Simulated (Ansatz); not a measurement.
**PH2 (SMILES [PH2]) at 6 levels**

We compute a comparison of 6 runs (UHSE06/3-21G, UPBE/3-21G, U-revPBE/6-31G*, UPBE/6-31G*, UCCSDTQ/3-21G, UCCSDT(Q)/6-31G*) of PH2. 

The results are computed with Ansatz 0.2.0.

46 further runs of the same task are left out: 46 set aside as unsound or not needed.

### Step 1. Starting point

PH2: 3 atoms, total charge 0, spin state doublet. SMILES: `[PH2]`. The H3–P1 distance was set to 3.480 Å, away from the relaxed value. At this shape a bond of the SMILES string is far longer than usual.

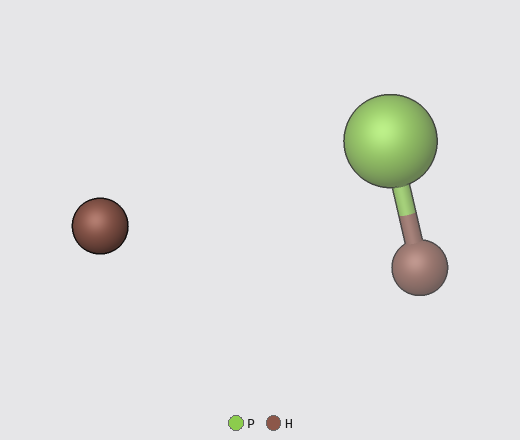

The structure, seen from a chosen angle (phosphorus green, hydrogen brown).

### Step 2. The energy at UHSE06/3-21G (run 1)

Input file in.yaml:

```yaml
crystal:
  periodic: [false, false, false]
  atoms:
    - {symbol: P, position_ang: [2.225154, 0.330058, 1.269355]}
    - {symbol: H, position_ang: [1.822194, 1.660168, 1.189095]}
    - {symbol: H, position_ang: [-0.625980, -0.724620, -0.425100]}
basis:
  gaussian:
    orbitals: 3-21G.json
magnetization:
  spin_polarized: true
  initial_magnetization: 1
hamiltonian:
  xc: hse06
accuracy: high
```

The basis set 3-21G is read from a file made from the Basis Set Exchange's data (not shown).

Started as:

```sh
$ ansatz run in.yaml --threads 1 --pin off --max-ram 2610MiB --events-out events.jsonl --progress --plain --runs-dir runs
```

Log:

```text
Warning: RAYON_NUM_THREADS=1 ignored (pool sized by the plan → 1); use --threads N
Functional definition: HSE06
  name "HSE06"
  parameter a = 0.25
  parameter omega = 0.11/bohr
  exchange = pbe_x - a*pbe_x_sr(omega) + a*exact_x_sr(omega)
  correlation = pbe_c
311 factors; integrals over basis functions are off by at most 3.7e-9 eV
62 factors; integrals over basis functions are off by at most 1.2e-9 eV
mean field evaluation 1: about -9263.3110 eV, gradient 5.1e0 eV
mean field evaluation 2: about -9257.4452 eV, gradient 1.7e1 eV
mean field evaluation 4: about -9262.1504 eV, gradient 9.7e0 eV
mean field evaluation 8: about -9265.2922 eV, gradient 7.5e-2 eV
mean field evaluation 16: about -9265.1986 eV, gradient 2.9e0 eV
mean field evaluation 32: about -9264.5131 eV, gradient 2.9e0 eV
mean field -9265.28856400 eV, -340.4930744889 hartree, gradient 1.5e-8 eV, S^2 1.728671; 6 other end points of the search recorded, 0 dependent functions left out
reference -9265.28856601 eV, -340.4930745628 hartree; 9, 8 occupied and 8, 9 virtual orbitals, 311 factors
Total energy: -9265.28856601 eV, -340.4930745628 hartree
```

Wall time 4.8 s (1 thread of Arm Neoverse V1, shared host); peak memory 0.099 GiB.

### Step 3. A single-point energy at UPBE/3-21G (run 2)

in.yaml: that of step 2 with these lines changed.

```diff
@@ -13,3 +13,3 @@
 hamiltonian:
-  xc: hse06
+  xc: {name: PBE}
 accuracy: high
```

The basis set 3-21G is read from a file made from the Basis Set Exchange's data (not shown).

Started as:

```sh
$ ansatz run in.yaml --threads 1 --pin off --max-ram 2610MiB --events-out events.jsonl --progress --plain --runs-dir runs
```

Log:

```text
Warning: RAYON_NUM_THREADS=1 ignored (pool sized by the plan → 1); use --threads N
Functional definition: PBE
  name "PBE"
  parameter kappa = 0.804
  parameter beta = 0.06672455060314922
  exchange = pbe_x(kappa = kappa, mu = beta*pi^2/3)
  correlation = pbe_c(beta = beta)
311 factors; integrals over basis functions are off by at most 3.7e-9 eV
mean field evaluation 1: about -9263.1740 eV, gradient 4.5e0 eV
mean field evaluation 2: about -9256.2588 eV, gradient 1.7e1 eV
mean field evaluation 4: about -9256.8083 eV, gradient 1.5e1 eV
mean field evaluation 8: about -9264.4308 eV, gradient 8.4e-2 eV
mean field evaluation 16: about -9264.2998 eV, gradient 3.8e0 eV
mean field evaluation 32: about -9264.4248 eV, gradient 8.6e-9 eV
mean field -9264.42480616 eV, -340.4613319735 hartree, gradient 3.2e-8 eV, S^2 1.714751; 6 other end points of the search recorded, 0 dependent functions left out
reference -9264.42480817 eV, -340.4613320474 hartree; 9, 8 occupied and 8, 9 virtual orbitals, 311 factors
Total energy: -9264.42480817 eV, -340.4613320474 hartree
```

It took 3.6 s on 1 thread of Arm Neoverse V1, shared host; peak memory 0.097 GiB.

Runs 3 to 5 aren't shown in full; the table further down has their settings and results.

### Step 4. The energy at UCCSDT(Q)/6-31G(d) (spherical functions) (run 6)

Input file in.yaml:

```yaml
crystal:
  periodic: [false, false, false]
  atoms:
    - symbol: P
      position_ang: [2.225154, 0.330058, 1.269355]
    - symbol: H
      position_ang: [1.822194, 1.660168, 1.189095]
    - symbol: H
      position_ang: [-0.625980, -0.724620, -0.425100]
basis:
  gaussian:
    orbitals: 6-31G_st_-spherical.json
magnetization:
  spin_polarized: true
  initial_magnetization: 1
correlation:
  method: ccsdt_q
  frozen_orbitals: {H: 0, P: 5}
accuracy: high
scf:
  omitted_lower_state_checks: [cluster_reference, increment]
```

The basis set 6-31G* is read from a file made from the Basis Set Exchange's data (not shown).

Started as:

```sh
$ ansatz run in.yaml --threads 1 --pin off --max-ram 2610MiB --events-out events.jsonl --progress --plain --runs-dir runs
```

Log:

```text
Warning: RAYON_NUM_THREADS=1 ignored (pool sized by the plan → 1); use --threads N
[... 17 lines left out ...]
5 core orbitals not correlated: weight in the atoms' cores, before any rotation towards them, 1.000 or more for the frozen orbitals, at most 0.000 for the correlated occupied ones
[... 78 lines left out ...]
Total energy: -9302.29404437 eV, -341.8530008091 hartree
Checks for a lower state left out: cluster_reference, increment
```

Run time: 3 s. Hardware: 1 thread of Arm Neoverse V1, shared host; peak memory 0.089 GiB.

### Step 5. The series

```csv
run,level,frozen core orbitals,energy (Eh),⟨S²⟩,wall time
1,UHSE06/3-21G,–,-340.493075,1.729,4.8 s
2,UPBE/3-21G,–,-340.461332,1.715,3.6 s
3,U-revPBE/6-31G* (spherical functions),–,-342.294401,1.719,4.2 s
4,UPBE/6-31G* (spherical functions),–,-342.189032,1.717,4.5 s
5,UCCSDTQ/3-21G,5,-340.091992,1.749,15 s
6,UCCSDT(Q)/6-31G* (spherical functions),5,-341.853001,1.758,3 s
```

### Step 6. Summary of results

| quantity | value |
| --- | --- |
| run 6: total energy | -341.85300 Eh |
| run 6: correlation energy (5 core orbitals frozen) | -90.7 mEh |
| run 6: ⟨S²⟩ of the reference determinant | 1.758 |
| run 6: T1 diagnostic | 0.021 |

In words: Totals of different functionals can't be ranked against each other. Spin contamination of the reference: run 6 ⟨S²⟩ = 1.76, run 5 ⟨S²⟩ = 1.75, run 1 ⟨S²⟩ = 1.73, run 3 ⟨S²⟩ = 1.72, run 4 ⟨S²⟩ = 1.72, run 2 ⟨S²⟩ = 1.71. Where it is this large, the reference is a mixture of spin states, and values that rest on it are in doubt. All runs together took 35 s, the longest 15 s.
